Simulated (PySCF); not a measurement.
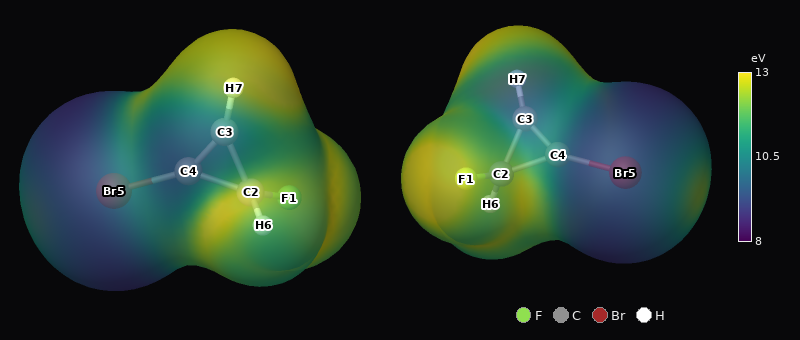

C3H2BrF, SMILES `FC1C=C1Br`. Average local ionisation energy on the surface of electron density 0.001 a.u. (back view left, front view right).

Computed with PySCF, TPSSh/def2-SVP, geometry: GFN2-xTB. No frequency check shows the geometry to be a minimum. GFN2-xTB bond lengths at metals and heavier atoms can be off by up to 0.1 Å and shapes distorted, which carries into these values.

The calculation's input:

```python
import numpy as np
from pyscf import gto, scf, dft
from pyscf.scf import atom_ks, atom_hf
from scipy.linalg import block_diag

def solve(mol, dm0=None, hcore=None):
    mf = (dft.UKS if mol.spin else dft.RKS)(mol, xc='tpssh')
    mf.grids.level = 3
    mf = mf.density_fit(auxbasis='def2-universal-jkfit')
    mf.conv_tol, mf.max_cycle = 1e-8, 80
    if hcore is not None:
        mf.get_hcore = lambda *args: hcore
    mf.kernel(dm0)
    if not mf.converged:
        mf = mf.newton().run(mf.mo_coeff, mf.mo_occ, max_cycle=30)
    assert mf.converged, 'SCF not converged'
    return mf

mol = gto.M(atom='''
F      2.45572    -0.91737    -0.30057
C      1.78594     0.00335     0.47003
C      1.35259     1.28218    -0.16846
C      0.41744     0.39682     0.06851
Br    -1.34940    -0.11313    -0.01241
H      2.12453    -0.08864     1.49559
H      1.66698     2.21060    -0.57666
''', basis='def2-svp', charge=0, spin=0, verbose=4)
mf = solve(mol)
mf.analyze()
# spherically averaged free atoms, for the promolecule
atm = atom_ks.get_atm_nrks(mol, xc='tpssh')
pro = block_diag(*[(atm[a[0]][2] * atm[a[0]][3]) @ atm[a[0]][2].T for a in mol._atom])
np.savez('result.npz', e=mf.e_tot, c=mf.mo_coeff, occ=mf.mo_occ, eps=mf.mo_energy, pro=pro, dip=mf.dip_moment(verbose=0), s2=mf.spin_square()[0])
```

Run with:

```sh
OMP_NUM_THREADS=1 python input.py
```

The run took 18 s on 1 thread of Arm Neoverse V2, with other jobs on the host, peak memory 0.44 GiB.

Partitions, critical points and surface values were worked out afterwards from this run's density.

**Where are the most loosely bound electrons on this surface?**

The lowest value is 8.8 eV, 2.2 Å from Br5. Further minima include 9.4 eV, off the C3–C4 bond (2.1 to 2.2 Å from its atoms); 11.1 eV, 1.3 Å from H6; 11.1 eV, off the C2–C3 bond (2.0 to 2.1 Å from its atoms). For comparison, the highest occupied orbital lies at −7.2 eV.
